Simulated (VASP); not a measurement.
**Quasiparticle energies of BN (Qingsongite) in VASP**

Aim: the quasiparticle gap of BN (Qingsongite), and what it costs to get it. The cell is of the zinc-blende type. The start is a cell from a database of measured crystal structures.

Method: PBE; plane waves and PAW (B_GW, N_GW), in the first sound run; inputs show where later runs differ, in VASP 6.6.1.

## (1) The starting structure

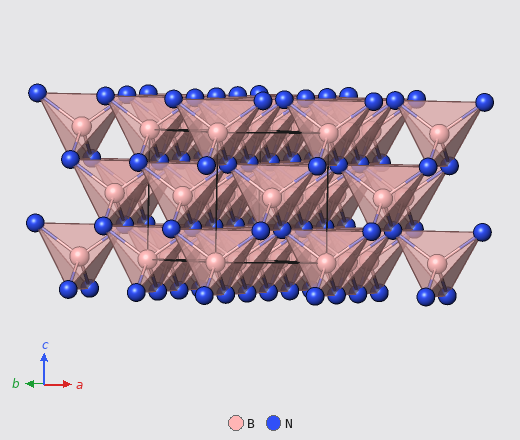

Start, viewed slightly off an axis; boron pink, nitrogen blue. 2×2×1 cells are drawn. This picture shows the conventional cell, with its axes. Some periodic images of atoms are drawn too.

## (2) Ground state

The orbitals come from a self-consistent PBE run with a tight EDIFF and a narrow smearing. KPOINTS_OPT adds the bands along a path, which shows whether the mesh holds the band edges.

Contents of INCAR:

```
SYSTEM = BN
PREC = Accurate
ENCUT = 450
EDIFF = 1E-08
NELM = 100
ISMEAR = 0
SIGMA = 0.01
LREAL = .FALSE.
ALGO = Normal
GGA = PE
NBANDS = 10
LORBIT = 11
LWAVE = .TRUE.
LCHARG = .FALSE.
KPAR = 8
```

Contents of POSCAR:

```
BN
1.0
    0.0000000000      1.8075000000      1.8075000000
    1.8075000000      0.0000000000      1.8075000000
    1.8075000000      1.8075000000      0.0000000000
B N
1 1
Direct
    0.0000000000      0.0000000000      0.0000000000
    0.2500000000      0.2500000000      0.2500000000
```

Contents of KPOINTS:

```
Automatic mesh
0
Gamma
8 8 8
0 0 0
```

Contents of KPOINTS_OPT:

```
Line mode
12
Line-mode
Reciprocal
  0.00000000   0.00000000   0.00000000 GAMMA
  0.50000000   0.00000000   0.50000000 X

  0.50000000   0.00000000   0.50000000 X
  0.50000000   0.25000000   0.75000000 W

  0.50000000   0.25000000   0.75000000 W
  0.37500000   0.37500000   0.75000000 K

  0.37500000   0.37500000   0.75000000 K
  0.00000000   0.00000000   0.00000000 GAMMA

  0.00000000   0.00000000   0.00000000 GAMMA
  0.50000000   0.50000000   0.50000000 L

  0.50000000   0.50000000   0.50000000 L
  0.62500000   0.25000000   0.62500000 U

  0.62500000   0.25000000   0.62500000 U
  0.50000000   0.25000000   0.75000000 W

  0.50000000   0.25000000   0.75000000 W
  0.50000000   0.50000000   0.50000000 L

  0.50000000   0.50000000   0.50000000 L
  0.37500000   0.37500000   0.75000000 K

  0.62500000   0.25000000   0.62500000 U
  0.50000000   0.00000000   0.50000000 X
```

The projector-augmented-wave data sets are B_GW and N_GW (PBE family, release 64).

Run with:

```bash
mpirun -np 8 vasp_std
```

Output:

```text
[banner, memory and clock lines left out]
running    8 mpi-ranks, on    1 nodes
 distrk:  each k-point on    1 cores,    8 groups
 distr:  one band on    1 cores,    1 groups

 POSCAR found type information on POSCAR B N
 POSCAR found :  2 types and       2 ions
|                                                                             |
|           W    W    AA    RRRRR   N    N  II  N    N   GGGG   !!!           |
|           W    W   A  A   R    R  NN   N  II  NN   N  G    G  !!!           |
|           W    W  A    A  R    R  N N  N  II  N N  N  G       !!!           |
|           W WW W  AAAAAA  RRRRR   N  N N  II  N  N N  G  GGG   !            |
|           WW  WW  A    A  R   R   N   NN  II  N   NN  G    G                |
|           W    W  A    A  R    R  N    N  II  N    N   GGGG   !!!           |
|                                                                             |
|     For optimal performance we recommend to set                             |
|       NCORE = 2 up to number-of-cores-per-socket                            |
|     NCORE specifies how many cores store one orbital (NPAR=cpu/NCORE).      |
|     This setting can greatly improve the performance of VASP for DFT.       |
|     The default, NCORE=1 might be grossly inefficient on modern             |
|     multi-core architectures or massively parallel machines. Do your        |
|     Unfortunately you need to use the default for GW and RPA                |
|     calculations (for HF NCORE is supported but not extensively tested      |
|     yet).                                                                   |
|                                                                             |

 LDA part: xc-table for (Slater+PW92), standard interpolation
 POSCAR, INCAR and KPOINTS ok, starting setup
 FFT: planning ... GRIDC
 FFT: planning ... GRID_SOFT
 FFT: planning ... GRID
 WAVECAR not read
 entering main loop
       N       E                     dE             d eps       ncg     rms          rms(c)
DAV:   1     0.240472994396E+02    0.24047E+02   -0.48013E+03   604   0.793E+02
DAV:   2    -0.174841345367E+02   -0.41531E+02   -0.38799E+02   704   0.231E+02
DAV:   3    -0.183794489161E+02   -0.89531E+00   -0.89339E+00   732   0.294E+01
DAV:   4    -0.183832706787E+02   -0.38218E-02   -0.38195E-02   694   0.198E+00
DAV:   5    -0.183832940523E+02   -0.23374E-04   -0.23373E-04   718   0.151E-01    0.604E+00
DAV:   6    -0.175381292070E+02    0.84516E+00   -0.28546E+00   820   0.142E+01    0.229E+00
DAV:   7    -0.174606414964E+02    0.77488E-01   -0.86852E-02   814   0.307E+00    0.118E+00
DAV:   8    -0.174464863594E+02    0.14155E-01   -0.38517E-02   840   0.197E+00    0.142E-01
DAV:   9    -0.174469016955E+02   -0.41534E-03   -0.10517E-03   650   0.311E-01    0.380E-02
DAV:  10    -0.174469029764E+02   -0.12810E-05   -0.87372E-05   694   0.102E-01    0.935E-03
DAV:  11    -0.174469074588E+02   -0.44824E-05   -0.70625E-06   674   0.258E-02    0.371E-03
DAV:  12    -0.174469073136E+02    0.14523E-06   -0.84899E-07   766   0.958E-03    0.462E-04
DAV:  13    -0.174469073643E+02   -0.50634E-07   -0.27022E-08   676   0.157E-03    0.739E-05
DAV:  14    -0.174469073773E+02   -0.13088E-07   -0.88589E-10   404   0.309E-04    0.308E-05
DAV:  15    -0.174469073762E+02    0.10971E-08   -0.79323E-11   372   0.140E-04
   1 F= -.17446907E+02 E0= -.17446907E+02  d E =-.151051E-66
 Start KPOINTS_OPT (optional k-point list driver)
k-point batch [1-29\120]
       N       E                     dE             ncg
DAV:   1     0.111854749540E+04   -0.94377E+04      580
DAV:   2    -0.862250661748E+02   -0.12048E+04      716
DAV:   3    -0.108381757661E+03   -0.22157E+02      758
DAV:   4    -0.108453212739E+03   -0.71455E-01      664
DAV:   5    -0.108453647301E+03   -0.43456E-03      744
DAV:   6    -0.108453650203E+03   -0.29028E-05      694
DAV:   7    -0.108453650231E+03   -0.27286E-07      754
DAV:   8    -0.108453650231E+03   -0.76354E-09      634
[...]
k-point batch [117-120\120]
       N       E                     dE             ncg
DAV:   1     0.982305372441E+04   -0.15464E+04       80
DAV:   2     0.966050037221E+04   -0.16255E+03      110
DAV:   3     0.965783011204E+04   -0.26703E+01       98
DAV:   4     0.965782072905E+04   -0.93830E-02       90
DAV:   5     0.965782066203E+04   -0.67021E-04      116
DAV:   6     0.965782066182E+04   -0.21512E-06       84
DAV:   7     0.965782066181E+04   -0.23792E-08      118
 writing wavefunctions
```

Elapsed: 5.4 s, on 8 MPI ranks of AMD EPYC 7R43, shared host; peak memory 0.68 GiB.

The logs omit lines about the potential files and the build; timing stands in the text.

OUTCAR, selected parts (step 2):

```text
ion  position               nearest neighbor table
   1  0.000  0.000  0.000-   2 1.57   2 1.57   2 1.57   2 1.57
   2  0.250  0.250  0.250-   1 1.57   1 1.57   1 1.57   1 1.57

  LATTYP: Found a face centered cubic cell.
 ALAT       =     3.6150000000

 Subroutine GETGRP returns: Found 24 space group operations
 (whereof 24 operations were pure point group operations)

The static configuration has the point symmetry T_d .

 Found     29 irreducible k-points:

   k-points           NKPTS =     29   k-points in BZ     NKDIM =     29   number of bands    NBANDS=     10

   dimension x,y,z NGX =    18 NGY =   18 NGZ =   18
   dimension x,y,z NGXF=    36 NGYF=   36 NGZF=   36

   ENCUT  =  450.0 eV  33.07 Ry    5.75 a.u.   4.42  4.42  4.42*2*pi/ulx,y,z

   NELECT =       8.0000    total number of electrons

 k-points in reciprocal lattice and weights: Automatic mesh
   0.00000000  0.00000000  0.00000000       0.002
   0.12500000  0.00000000  0.00000000       0.016
   0.25000000  0.00000000  0.00000000       0.016
   0.37500000  0.00000000  0.00000000       0.016
   0.50000000  0.00000000  0.00000000       0.008
   0.12500000  0.12500000  0.00000000       0.012
   0.25000000  0.12500000  0.00000000       0.047
   0.37500000  0.12500000  0.00000000       0.047
   0.50000000  0.12500000  0.00000000       0.047
[...]
-0.37500000  0.50000000  0.12500000       0.023
  -0.25000000  0.50000000  0.25000000       0.012

 average (electrostatic) potential at core
       1 -24.4181       2 -59.3488

 E-fermi :   7.5831

 k-point     1 :       0.0000    0.0000    0.0000
  band No.  band energies     occupation
      1     -12.7713      2.00000
      2       7.4633      2.00000
      3       7.4633      2.00000
      4       7.4633      2.00000
      5      16.2832      0.00000
      6      16.2832      0.00000
      7      16.2832      0.00000
      8      17.8049      0.00000
      9      32.2092      0.00000
    ...

 k-point     2 :       0.1250    0.0000    0.0000
  band No.  band energies     occupation
      1     -12.3931      2.00000
      2       5.5852      2.00000
      3       7.0805      2.00000
      4       7.0805      2.00000
      5      16.6509      0.00000
      6      16.8541      0.00000
      7      16.8541      0.00000
      8      18.9896      0.00000
      9      31.7648      0.00000
    ...

 k-point     3 :       0.2500    0.0000    0.0000
  band No.  band energies     occupation
      1     -11.2935      2.00000
      2       1.9847      2.00000
      3       6.3339      2.00000
      4       6.3339      2.00000
      5      17.1066      0.00000
      6      17.8045      0.00000
      7      17.8045      0.00000
      8      21.0348      0.00000
      9      30.9216      0.00000
    ...

  Total       -0.0477015     -0.0477015     -0.0477015      0.0000000      0.0000000      0.0000000
  in kB       -6.4710996     -6.4710996     -6.4710996      0.0000000      0.0000000      0.0000000
  external PRESSURE =      -6.4710996 kB  Pullay stress =       0.0000000 kB

  energy-cutoff  :      450.00
  volume of cell :       11.81
      direct lattice vectors                 reciprocal lattice vectors
     0.000000000  1.807500000  1.807500000    -0.276625173  0.276625173  0.276625173
     1.807500000  0.000000000  1.807500000     0.276625173 -0.276625173  0.276625173
     1.807500000  1.807500000  0.000000000     0.276625173  0.276625173 -0.276625173

 POSITION                                       TOTAL-FORCE (eV/Angst)
 -----------------------------------------------------------------------------------
      0.00000      0.00000      0.00000         0.000000      0.000000      0.000000
      0.90375      0.90375      0.90375        -0.000000     -0.000000     -0.000000
 -----------------------------------------------------------------------------------
    total drift:                                0.000001      0.000001      0.000001

  FREE ENERGIE OF THE ION-ELECTRON SYSTEM (eV)
  ---------------------------------------------------
  free  energy   TOTEN  =       -17.4469073762 eV

  energy  without entropy=      -17.4469073762  energy(sigma->0) =      -17.44690738

 total charge
# of ion       s       p       d       tot
------------------------------------------
    1        0.641   1.257   0.000   1.898
    2        1.177   2.687   0.000   3.864
--------------------------------------------------
tot          1.819   3.944   0.000   5.762

[... 3 further parts left out ...]
```

Numbers from this step:

| Item | Value |
| --- | --- |
| free energy (TOTEN) | -17.45 eV |
| Fermi energy | 7.583 eV |
| pressure | -0.6471 GPa |
| least gap on mesh and path | 4.460 eV |
| least direct gap on mesh and path | 8.820 eV |

The highest empty bands on the path are converged less tightly, to about 0.1 eV. The electronic bands at the labelled points (eV, zero at the valence-band top; v1 is the highest filled band, c1 the lowest empty one):

```
    point      v3     v2     v1     c1     c2     c3     c4
        Γ    0.00   0.00   0.00   8.82   8.82   8.82  10.34
        X   -8.92  -4.91  -4.91   4.46   9.23  17.93  17.93
        W   -7.59  -6.96  -6.51   9.60  13.31  14.51  14.65
        K   -8.13  -7.66  -4.07   6.91  12.87  15.83  16.69
        Γ    0.00   0.00   0.00   8.82   8.82   8.82  10.34
        L  -10.69  -1.94  -1.94  10.14  10.71  10.71  15.26
        U   -8.13  -7.66  -4.07   6.91  12.87  15.83  16.69
        W   -7.59  -6.96  -6.51   9.60  13.31  14.51  14.65
        L  -10.69  -1.94  -1.94  10.14  10.71  10.71  15.26
        K   -8.13  -7.66  -4.07   6.91  12.87  15.83  16.69
jump to U   -8.13  -7.66  -4.07   6.91  12.87  15.83  16.69
        X   -8.92  -4.91  -4.91   4.46   9.23  17.93  17.93
```

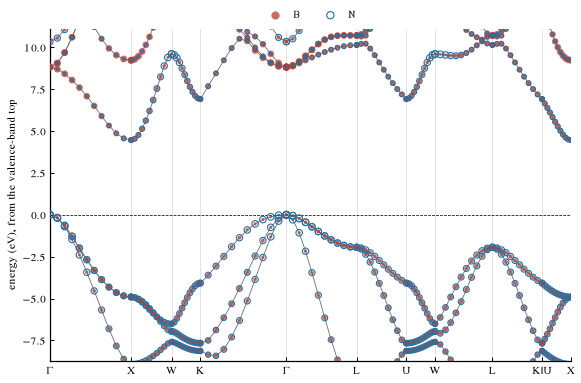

Electronic bands along the path; dots are coloured as in the legend, and their area grows with the weight.

The cell has a gap of 4.46 eV on mesh and path.

## (3) Empty bands

ALGO = Exact makes the empty bands from the converged ground state in one step. LOPTICS writes the k-derivatives of the orbitals (WAVEDER), which give the long-wavelength limit of the screening.

Contents of INCAR:

```
SYSTEM = BN
PREC = Accurate
ENCUT = 450
ISMEAR = 0
SIGMA = 0.01
LREAL = .FALSE.
GGA = PE
NBANDS = 32
ALGO = Exact
NELM = 1
LWAVE = .TRUE.
LCHARG = .FALSE.
LOPTICS = .TRUE.
NEDOS = 1000
CSHIFT = 0.1
```

POSCAR is that of step 2.

KPOINTS is that of step 2.

Run with:

```bash
mpirun -np 8 vasp_std
```

Output:

```text
[banner, memory and clock lines left out]
running    8 mpi-ranks, on    1 nodes
 distrk:  each k-point on    8 cores,    1 groups
 distr:  one band on    1 cores,    8 groups

 POSCAR found type information on POSCAR B N
 POSCAR found :  2 types and       2 ions
 [... a notice as in an earlier step ...]

 LDA part: xc-table for (Slater+PW92), standard interpolation
 found WAVECAR, reading the header
  number of bands has changed, file:    10 present:    32
  trying to continue reading WAVECAR, but it might fail
 POSCAR, INCAR and KPOINTS ok, starting setup
 FFT: planning ... GRIDC
 FFT: planning ... GRID_SOFT
 FFT: planning ... GRID
 reading WAVECAR
 random initialization beyond band           10
 the WAVECAR file was read successfully
 initial charge from wavefunction
 entering main loop
       N       E                     dE             d eps       ncg     rms          rms(c)
DIA:   1    -0.174469073757E+02   -0.17447E+02    0.00000E+00     0   0.000E+00
   1 F= -.17446907E+02 E0= -.17446907E+02  d E =-.185288E-19
 writing wavefunctions
 optical routines
 imaginary and real dielectric function
 recalculating local potential from charge density
 direction            1
 direction            2
 direction            3
```

Elapsed: 3.8 s, on 8 MPI ranks; peak memory 0.6 GiB; 22 s of CPU time.

OUTCAR, selected parts (step 3):

```text
The static configuration has the point symmetry T_d .

 Found     29 irreducible k-points:

   k-points           NKPTS =     29   k-points in BZ     NKDIM =     29   number of bands    NBANDS=     32

   NELECT =       8.0000    total number of electrons

 E-fermi :   7.5225

 k-point     3 :       0.2500    0.0000    0.0000
  band No.  band energies     occupation
      1     -11.2935      2.00000
      2       1.9847      2.00000
      3       6.3339      2.00000
      4       6.3339      2.00000
      5      17.1066      0.00000
      6      17.8045      0.00000
      7      17.8045      0.00000
      8      21.0348      0.00000
      9      30.9167      0.00000
    ...

  Total       -0.0476874     -0.0476874     -0.0476874      0.0000000      0.0000000      0.0000000
  in kB       -6.4691816     -6.4691816     -6.4691816      0.0000000      0.0000000      0.0000000
  external PRESSURE =      -6.4691816 kB  Pullay stress =       0.0000000 kB

 POSITION                                       TOTAL-FORCE (eV/Angst)
 -----------------------------------------------------------------------------------
      0.00000      0.00000      0.00000        -0.000000     -0.000000     -0.000000
      0.90375      0.90375      0.90375         0.000000      0.000000      0.000000
 -----------------------------------------------------------------------------------
    total drift:                                0.000001      0.000001      0.000001

  FREE ENERGIE OF THE ION-ELECTRON SYSTEM (eV)
  ---------------------------------------------------
  free  energy   TOTEN  =       -17.4469073757 eV

  energy  without entropy=      -17.4469073757  energy(sigma->0) =      -17.44690738

 plasma frequency squared (from intraband transitions) (eV^2)
  --------------------------------------------------------------------------------------
       0.000      -0.000       0.000
       0.000       0.000       0.000
      -0.000       0.000       0.000

[... 13 parts as in an earlier step ...]
```

WAVECAR now holds 32 bands for 8 electrons. Its independent-particle dielectric tensor has xx, yy, zz = 4.7, 4.7, 4.7 on this mesh, which isn't tested for convergence; a coarse zone-centred mesh tends to overstate it, local fields are missing, and the same mesh feeds the screening.

(Continued in part 2 of 3.)

[Lines on the potential files, build, host, timing and source positions are cut from VASP's logs without a mark.]

[Logs are printed without paths, hosts, clocks, repeated set-up lines and the standing remarks that a program may print on its own settings, such as how far it seeks lower states.]

[Hosts, paths, dates, database ids (printed as entryN), source tags and the programs' standing remarks are cut or masked in the printed files.]

[Measured values are set beside computed ones only where the two were judged alike; some that the calculation misses by far are left out.]

[Pressures printed for these runs are not shown converged in the cutoff: they can be off by several GPa and have the wrong sign.]
